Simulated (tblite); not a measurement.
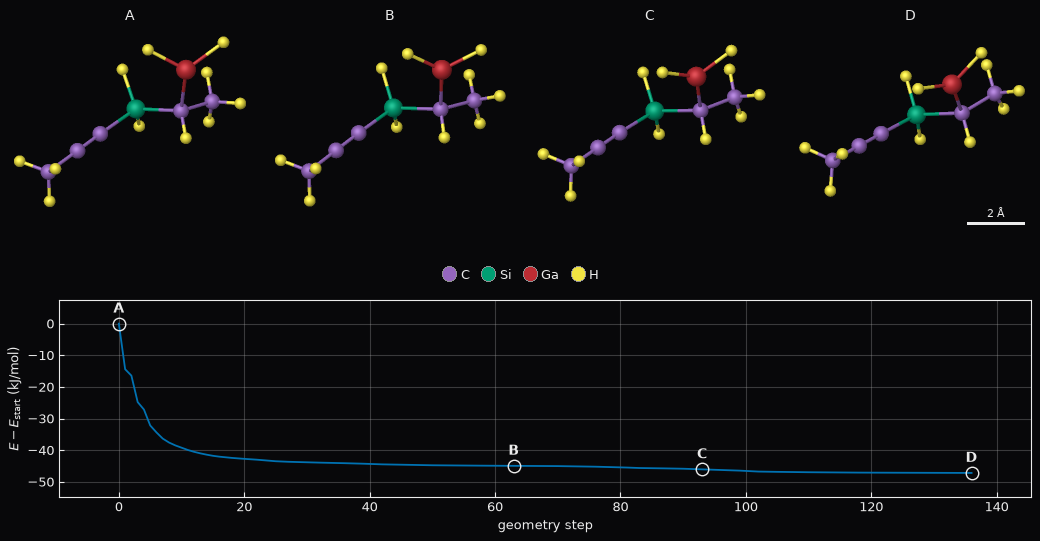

Frames of a relaxation of C₅H₁₁GaSi, marked on the history of the run. Style: ball-and-stick. Shown from a free direction.

These are results of GFN2-xTB geometry optimisation, gas phase (tblite 0.8.0), not measurements. 

What happens along the run?

Answer. The largest move after the best rigid fit is that of an H atom, 1.54 Å. By element the largest moves are H 1.54 Å, Ga 0.73 Å, C 0.48 Å, Si 0.43 Å. Some distances before and after: C–Ga 2.157 → 2.042 Å, C–Si 1.842 → 1.907 Å, Ga–H 1.663 → 1.600 Å, C–C 1.483 → 1.445 Å. Bond angles that change, for instance: C–Ga–H 113.3° → 129.0°, Si–C–C 107.3° → 114.3°, C–Ga–H 124.3° → 118.3°. Groups turn about C–Si by about 25°. After 136 geometry steps the energy has fallen by 47.2 kJ/mol. The run took 1.8 s on 1 thread of Arm Neoverse N1, with other jobs on the host. From step 0 to 63: an H atom moves most (0.43 Å), energy −44.9 kJ/mol. From step 63 to 93: an H atom moves most (0.72 Å), energy −1.13 kJ/mol. From step 93 to 136: an H atom moves most (0.60 Å), energy −1.13 kJ/mol.

```csv
step,"E − E(0), kJ/mol"
0,0.00
1,-14.40
2,-16.44
3,-24.79
4,-27.15
5,-32.18
6,-34.39
7,-36.34
8,-37.58
9,-38.48
10,-39.22
17,-42.25
23,-43.17
30,-43.81
37,-44.16
43,-44.52
50,-44.76
56,-44.88
63,-44.93
70,-45.03
76,-45.21
83,-45.63
90,-45.86
96,-46.21
103,-46.79
109,-46.95
116,-47.07
123,-47.13
129,-47.16
136,-47.19
```
